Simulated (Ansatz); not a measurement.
## Abstraction of H: GaH2(CH3) + C2HF4O → GaH(CH3) + C2H2F4O

Species: GaH2(CH3), singlet; C2HF4O `F[C](F)OC(F)F`, doublet; GaH(CH3), doublet; C2H2F4O (1,1′-oxybis[1,1-difluoromethane]) `FC(F)OC(F)F`, singlet. A radical takes H: the energy is the difference in strength between the Ga–H bond broken and the C–H bond made.

Shapes, held fixed at every level: PBE0-D4/def2-TZVP. Flexible molecules stand in one conformer, not always the lowest. Programs: Ansatz 0.2.0. Electronic energies: no zero-point or thermal term.

| level | kind | ΔE (kJ/mol) | CPU time (sum over the molecules) |
| --- | --- | --- | --- |
| MP2/def2-TZVPP | perturbation theory | -116.1 | – |
| HF/def2-TZVPP | Hartree–Fock | -93.6 | – |
| PBE-D4/def2-TZVPP | GGA | -106.3 | 42 s |
| B3LYP-D4/def2-TZVPP | global hybrid | -106.5 | 49 s |
| PBE0-D4/def2-TZVPP | global hybrid | -106.9 | 37 s |
| wB97X-V/def2-TZVPP | range-separated hybrid | -101.7 | 88 s |
| B2PLYP/def2-TZVPP | double hybrid | -108.5 | 66 s |

B2PLYP/def2-TZVPP gives ΔE = -108.5 kJ/mol; the levels span -116.1 to -93.6. The median of the levels is -106.5. No measured value is set beside it here. Open shells run unrestricted. Relativity is left out for Ga. Outer-core shells of Ga are correlated in most correlated rows, in sets that cover them unevenly. Times are processor times on shared x86 and Arm servers, and rough.

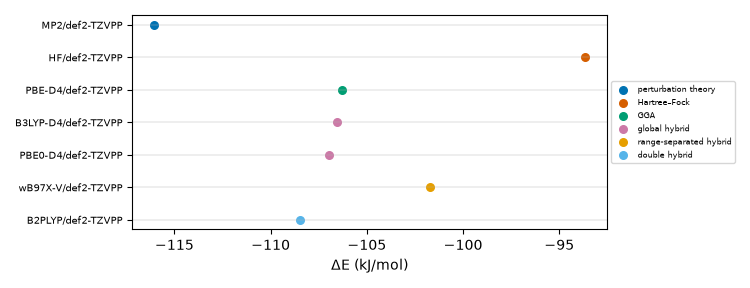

The values of the table, level by level.
